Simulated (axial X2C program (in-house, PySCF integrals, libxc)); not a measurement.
## Run report: TaCl⁺, relativistic diatomic calculation

TaCl⁺, single determinant with Ω = 3/2. Computed at this level: PBE0, two-component X2C with atomic mean-field Coulomb and Gaunt terms, Ta dyall-cv3z, Cl dyall-av3z (cores contracted) (axial X2C program (in-house, PySCF integrals, libxc)).

**Input**
```
{"zs": [73, 17], "q": 1, "bas": ["dyall-cv3z", "dyall-av3z"], "levels": ["PBE0", "HF", "PBE"], "cc": true, "r0": 2.45, "thr": -1.0, "nmax": 90, "npts": 10, "nst": 2, "ntry": 6}
```

The line is the task of a batch: nuclear charges, charge, bases, the levels to run, a first guess of the distance and further settings. This report covers PBE0 with spin-orbit coupling. The log is that of the reference distance 2.161 Å.

Hardware: 1 thread of Arm Neoverse V1, 24 GiB of memory available, shared host.

Launched within a batch (the task file carries these settings):
```bash
python <driver script> task.json out
```

**Log**
```
two-component X2C + atomic mean field  PBE0
basis functions 247  fitting functions 1213  grid points 5080
iter        total energy     max residual
   1     -16059.391447874     2.02e+01
   2     -16064.637942434     5.00e-02
   3     -16064.611630686     7.82e-02
   4     -16064.696516280     1.23e-02
   5     -16064.699063680     2.60e-03
   6     -16064.699168322     1.38e-03
   7     -16064.699211627     6.60e-04
   8     -16064.699226925     1.74e-04
   9     -16064.699228967     4.81e-05
  10     -16064.699229377     1.66e-05
  11     -16064.699229398     4.93e-06
  12     -16064.699229402     2.46e-06
  13     -16064.699229402     8.59e-07
converged
one-electron -22620.56933967  Coulomb 6614.01896575  exact exchange -85.74801666  xc functional -262.86929845  nuclear repulsion 303.89121645  atomic mean-field constant -13.42275683
```

**The points of the curve**

```csv
R (Å),E (hartree),"dipole (D; origin at the first atom, positive when the second is positive)",highest filled (eV),lowest empty (eV)
1.880,−16064.646022,−0.03,−11.43,−8.45
1.966,−16064.677354,−0.33,−11.56,−8.67
2.031,−16064.690687,−0.55,−11.67,−8.83
2.096,−16064.697472,−0.79,−11.78,−9.00
2.161,−16064.699229,−1.03,−11.89,−9.15
2.237,−16064.696550,−1.31,−12.02,−9.32
2.312,−16064.690175,−1.59,−12.14,−9.49
2.409,−16064.678389,−1.93,−12.29,−9.67
2.528,−16064.660742,−2.33,−12.46,−9.88
2.701,−16064.632696,−2.82,−12.65,−10.12
```

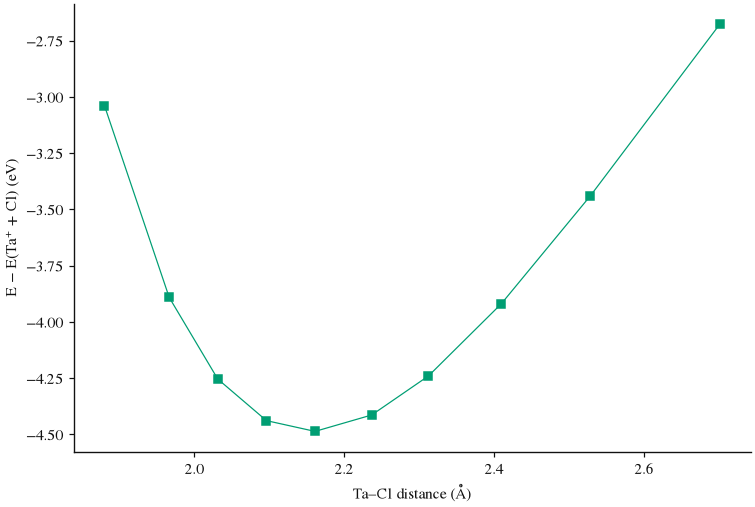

Figure 1. Energy at 10 bond lengths, for one set of occupations held fixed; the line joins the points. A polynomial of degree 6 through 9 points gives rₑ = 2.156 Å, ωₑ = 482.4 cm⁻¹, ωₑxₑ = 1.2 cm⁻¹ and Bₑ = 0.1238 cm⁻¹. The minimum lies 4.49 eV below Ta⁺ + Cl, each computed as one determinant at the same level.

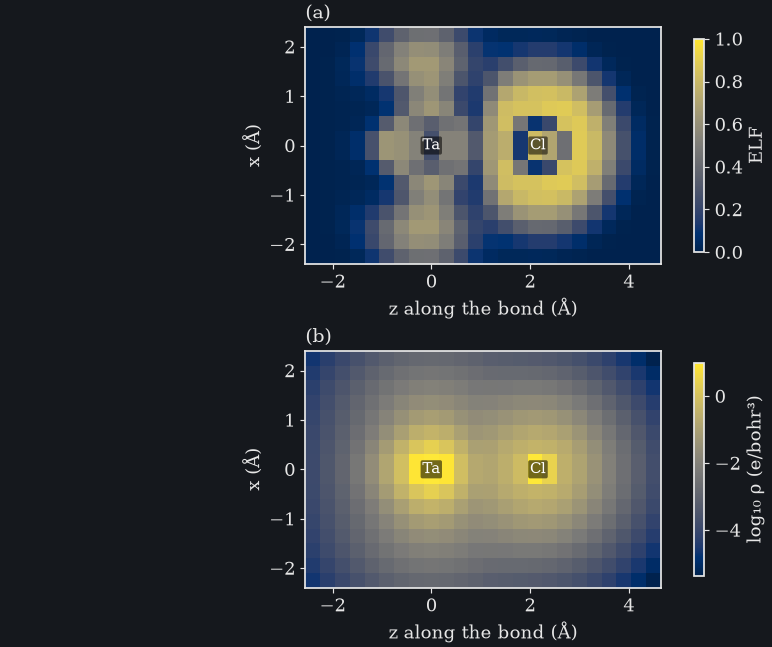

Figure 2. (a) electron localisation function; (b) electron density on a logarithmic scale, in a plane that holds the axis, at 2.16 Å, on points 0.3 Å apart (one half computed, the other mirrored); the structure near the nuclei is finer than these points.

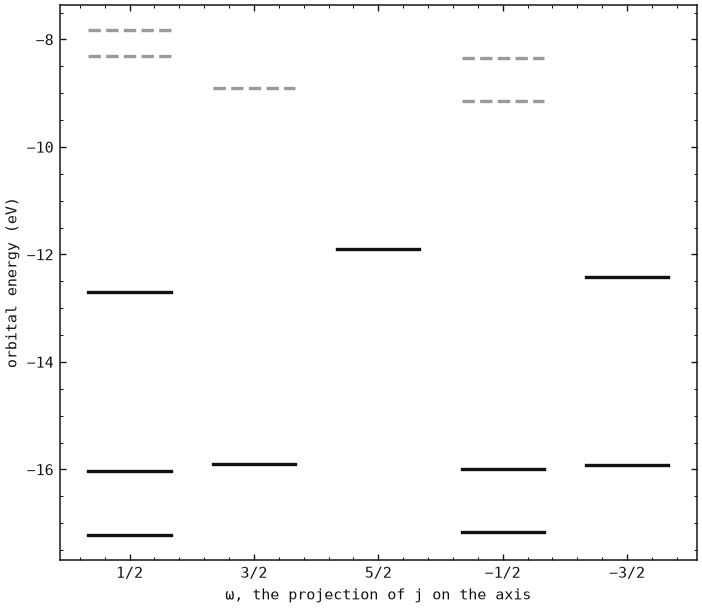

Figure 3. Orbital energies near the frontier at 2.16 Å, filled (solid) and empty (dashed). The highest filled spinor (5/2; 98 % Ta d) lies at −11.89 eV, the lowest empty one (−1/2; 75 % Ta d, 10 % Cl p) at −9.15 eV.

**Summary**

- outcome: converged
- bond length rₑ: 2.156 Å
- ωₑ: 482.4 cm⁻¹
- energy at the minimum: −16064.69924 hartree
- depth below the fragments: 4.49 eV
- wall time: 16 s
- peak memory: 0.79 GiB
